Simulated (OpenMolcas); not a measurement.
**CHClInNO (SMILES O=C=[N][InH][Cl]) at 5 levels**

We compute a comparison of 5 runs (HF/STO-3G, HF/3-21G, BLYP/def2-SVP, revPBE/def2-SVP, MP2/def2-SVP) of CHClInNO. 

The calculation is run with OpenMolcas 26.06.

## 1. Starting point

CHClInNO: 6 atoms, total charge 0, spin state singlet. SMILES: `O=C=[N][InH][Cl]`. The shape is that of a PBE0-D4/def2-TZVP optimisation. This is one conformer, not always the lowest.

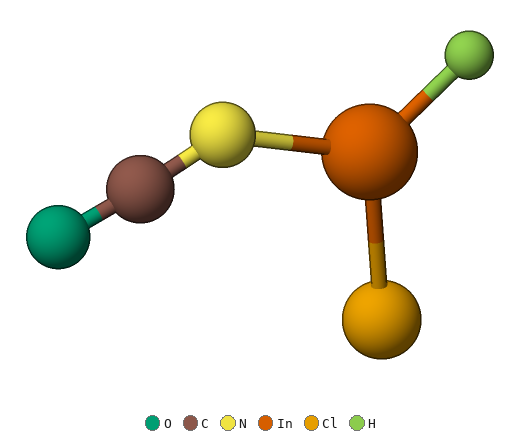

The structure, seen from a chosen angle (oxygen teal, carbon brown, nitrogen yellow, indium orange, chlorine amber, hydrogen green).

## 2. Energy and forces at HF/STO-3G (run 1)

Input file mol.input:

```
>>> EXPORT MOLCAS_PRINT=2

&GATEWAY
 BasLib=$CurrDir
 BasisSet
 O.STO-3G....
 O1 1.628000 -2.320400 0.058100 angstrom
 End of Basis
 BasisSet
 C.STO-3G....
 C2 0.896600 -1.470900 0.379300 angstrom
 End of Basis
 BasisSet
 N.STO-3G....
 N3 0.136700 -0.626900 0.782100 angstrom
 End of Basis
 BasisSet
 In.STO-3G....
 In4 -0.744200 1.027900 0.031300 angstrom
 End of Basis
 BasisSet
 Cl.STO-3G....
 Cl5 -0.127000 1.382000 -2.172000 angstrom
 End of Basis
 BasisSet
 H.STO-3G....
 H6 -1.790100 2.008300 0.921200 angstrom
 End of Basis

&SEWARD

&SCF
 Thresholds=1e-10 1e-07 1e-07 1e-05
 PrOrbitals=1 1

&ALASKA
```

The basis set STO-3G is read from a file made from the Basis Set Exchange's data (not shown).

Run with:

```
export MOLCAS_MEM=1860
pymolcas mol.input > mol.log
```

Output:

```text
--- Start Module: gateway ---
[...]
--- Stop Module: gateway /rc=_RC_ALL_IS_WELL_ ---
[...]
      Basis functions           52
[...]
--- Start Module: scf ---
[...]
       Convergence after  15 Iterations
[...]
::    Total SCF energy                              -6303.1298319897
[...]
      Total spin, S                                     0.0000000000
[...]
      Total electronic charge=   88.000000
      Total            charge=   -0.000000
[...]
      Dipole Moment (debye):
      Origin of the operator (angstrom)=   -0.2750    0.5440   -0.2851
                   X= -2.3623E+00               Y=  1.9813E+00               Z=  2.4038E+00           Total=  3.9095E+00
      Quadrupole Moment (debye*angstrom):
[...]
--- Stop Module: scf /rc=_RC_ALL_IS_WELL_ ---
--- Start Module: alaska ---
[...]
 *              Molecular gradients               *
 **************************************************
  Irreducible representation: a
 ------------------------------------------------------------------------------------------
                              X                       Y                       Z
 ------------------------------------------------------------------------------------------
  O1               -4.18982427037022E-02    4.96095145149340E-02    1.66574110086462E-02
  C2                2.96826913875696E-02   -3.59085799018590E-02   -1.03737848461717E-02
  N3                3.08820762341184E-02   -5.00442462450668E-02    1.19884893529161E-02
  IN4              -3.96426999405364E-03    1.85729320997794E-02   -2.37470931689536E-02
  CL5               3.57675897472198E-03    1.36132409001455E-03   -1.14737368330609E-02
  H6               -1.82790138985878E-02    1.64090554422271E-02    1.69487144864995E-02
 ------------------------------------------------------------------------------------------
--- Stop Module: alaska /rc=_RC_ALL_IS_WELL_ ---
[...]
```

It took 3.9 s on 1 thread of Arm Neoverse V2, shared host; peak memory 0.38 GiB.

## 3. Energy and gradient at HF/3-21G (run 2)

Input file run.input:

```
&gateway
baslib=$CurrDir
basisset
O.3-21G....
O1 1.628000 -2.320400 0.058100 angstrom
End of Basis
basisset
C.3-21G....
C2 0.896600 -1.470900 0.379300 angstrom
End of Basis
basisset
N.3-21G....
N3 0.136700 -0.626900 0.782100 angstrom
End of Basis
basisset
In.3-21G....
In4 -0.744200 1.027900 0.031300 angstrom
End of Basis
basisset
Cl.3-21G....
Cl5 -0.127000 1.382000 -2.172000 angstrom
End of Basis
basisset
H.3-21G....
H6 -1.790100 2.008300 0.921200 angstrom
End of Basis
&seward
&scf
thresholds=1e-10 1e-07 1e-07 1e-05
prorbitals=1 2
&alaska
```

The basis set 3-21G is read from a file made from the Basis Set Exchange's data (not shown).

Run with:

```
export MOLCAS_MEM=1860
pymolcas run.input > run.log
```

Output:

```text
--- Start Module: gateway ---
[...]
--- Stop Module: gateway /rc=_RC_ALL_IS_WELL_ ---
[...]
      Basis functions           73
[...]
--- Start Module: scf ---
[...]
       Convergence after  18 Iterations
[...]
::    Total SCF energy                              -6338.9502135403
[...]
      Total spin, S                                     0.0000000000
[...]
      Total electronic charge=   88.000000
      Total            charge=   -0.000000
[...]
      Dipole Moment (debye):
      Origin of the operator (angstrom)=   -0.2750    0.5440   -0.2851
                   X= -2.5932E+00               Y=  2.2613E+00               Z=  2.4851E+00           Total=  4.2443E+00
      Quadrupole Moment (debye*angstrom):
[...]
--- Stop Module: scf /rc=_RC_ALL_IS_WELL_ ---
[...]
--- Start Module: alaska ---
[...]
 *              Molecular gradients               *
 **************************************************
  Irreducible representation: a
 ------------------------------------------------------------------------------------------
                              X                       Y                       Z
 ------------------------------------------------------------------------------------------
  O1               -4.61514289153442E-03    4.78245414519662E-03    3.02978723236436E-03
  C2                1.81139865501723E-02   -1.33457563433552E-02   -2.17175054408296E-02
  N3               -1.67723888981064E-02    9.59807086750786E-03    2.51576137261793E-02
  IN4               1.90103293265409E-03    1.32671688695396E-02   -2.88423079149034E-02
  CL5              -7.70759247728847E-03   -5.25710653259637E-03    2.90629596872662E-02
  H6                9.08010478416532E-03   -9.04483100624898E-03   -6.69054729004337E-03
 ------------------------------------------------------------------------------------------
--- Stop Module: alaska /rc=_RC_ALL_IS_WELL_ ---
[...]
```

Run time: 5.7 s. Hardware: 1 thread of Arm Neoverse V2, shared host; peak memory 0.42 GiB.

Runs 3 to 4 aren't shown in full; the table further down has their settings and results.

## 4. The energy at MP2/def2-SVP (core potential) (run 5)

Input file geom.xyz:

```xyz
6

O      1.628000    -2.320400     0.058100
C      0.896600    -1.470900     0.379300
N      0.136700    -0.626900     0.782100
In    -0.744200     1.027900     0.031300
Cl    -0.127000     1.382000    -2.172000
H     -1.790100     2.008300     0.921200
```

Input file calc.inp:

```
>>> EXPORT MOLCAS_PRINT=2

&GATEWAY
 BasLib=$CurrDir
 Coord=geom.xyz
 Basis=def2-SVP
 Group=NoSym

&SEWARD

&SCF
 Thresholds=1e-10 1e-07 1e-07 1e-05
 PrOrbitals=1

&MBPT2
 Frozen=12
```

The basis set def2-SVP is read from a file made from the Basis Set Exchange's data (not shown).

Run with:

```
export MOLCAS_MEM=1860
pymolcas calc.inp > calc.log
```

Output:

```text
--- Start Module: gateway ---
[...]
--- Stop Module: gateway /rc=_RC_ALL_IS_WELL_ ---
[...]
      Basis functions           91
[...]
--- Start Module: scf ---
[...]
       Convergence after  15 Iterations
[...]
::    Total SCF energy                               -816.2718678551
[...]
      Total spin, S                                     0.0000000000
[...]
      Total electronic charge=   60.000000
      Total            charge=   -0.000000
[...]
      Dipole Moment (debye):
      Origin of the operator (angstrom)=   -0.2750    0.5440   -0.2851
                   X= -2.4984E+00               Y=  2.6058E+00               Z=  1.6251E+00           Total=  3.9590E+00
      Quadrupole Moment (debye*angstrom):
[...]
--- Stop Module: scf /rc=_RC_ALL_IS_WELL_ ---
[...]
--- Start Module: mbpt2 ---
[...]
WARNING!
Default frozen orbitals as non valence orbitals is overwritten by user input.
Default values:   8
[...]
       Reference weight ( Cref**2 )         =        0.81411
::    Total MBPT2 energy                             -816.9408327740
[...]
      Total MBPT2 calculations                           0.35      0.39
--- Stop Module: mbpt2 /rc=_RC_ALL_IS_WELL_ ---
[...]
```

Run time: 7.2 s. Hardware: 1 thread of Arm Neoverse V2, shared host; peak memory 0.5 GiB.

## 5. Overview of the runs

```csv
run,level,integration grid,task,energy (Eh),dipole moment (D) of the reference,HOMO energy (eV),LUMO energy (eV),wall time
1,HF/STO-3G,–,gradient,-6303.129832,3.91,-8.04,4.67,3.9 s
2,HF/3-21G,–,gradient,-6338.950214,4.24,-11.49,0.47,5.7 s
3,BLYP/def2-SVP (core potential),UltraFine,gradient,-818.726964,3.05,-6.82,-2.54,28 s
4,revPBE/def2-SVP (core potential),UltraFine,gradient,-818.728880,3.13,-6.96,-2.52,29 s
5,MP2/def2-SVP (core potential),–,energy,-816.940833,3.96,-11.77,0.63,7.2 s
```

## 6. What came out

| quantity | value |
| --- | --- |
| run 5: total energy | -816.94083 Eh |
| run 5: dipole moment (mean-field density) | 3.96 D |
| run 5: HOMO energy (Hartree–Fock orbitals) | -11.77 eV |
| run 5: LUMO energy (Hartree–Fock orbitals) | 0.63 eV |
| run 5: HOMO–LUMO gap (Hartree–Fock orbitals) | 12.40 eV |
| run 5: correlation energy (12 core orbitals frozen) | -669.0 mEh |

Over runs 1, 2, 3, 4 the dipole moment (its size) runs from 3.05 D (BLYP/def2-SVP) to 4.24 D (HF/3-21G). The two ends differ in method and basis and core potential. Over runs 1, 2, 3, 4 the HOMO–LUMO gap runs from 4.27 eV (BLYP/def2-SVP) to 12.70 eV (HF/STO-3G). Totals of different functionals can't be ranked against each other. Some runs of one species differ in core potentials or relativity; totals across that change don't compare. In run 1 the basis is minimal, so the values are rough. In runs 1, 2 relativity is left out where basis or elements ask for it. All runs together took 74 s, the longest 29 s.
